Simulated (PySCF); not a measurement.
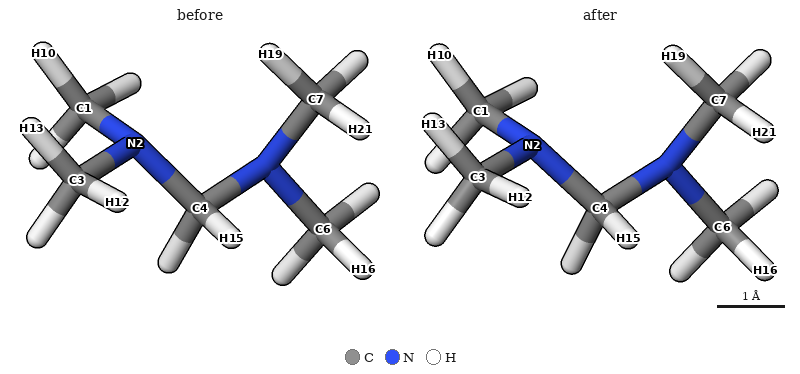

The structure of C$_{5}$H$_{14}$N$_{2}$ before (left) and after (right) a relaxation, at one scale.

A stick model, seen at a tilt.

The start comes from GFN2-xTB.

These are results of PySCF 2.14.0, density-fitted response routines, PBE0-D3(BJ)/def2-SVP geometry optimisation, gas phase, not measurements. 

### Describe what moved and what it gained.

An H atom moves most after the best rigid fit: 0.12 Å. By element the largest moves are H 0.12 Å, C 0.08 Å, N 0.06 Å. Near-neighbour distances that change, for instance: C–H 1.101 → 1.114 Å, C–H 1.090 → 1.101 Å, C–N 1.448 → 1.440 Å. After 4 geometry steps the energy has fallen by 0.064 eV. Largest force component: 0.74 eV/Å at the start, 0.023 eV/Å at the end.
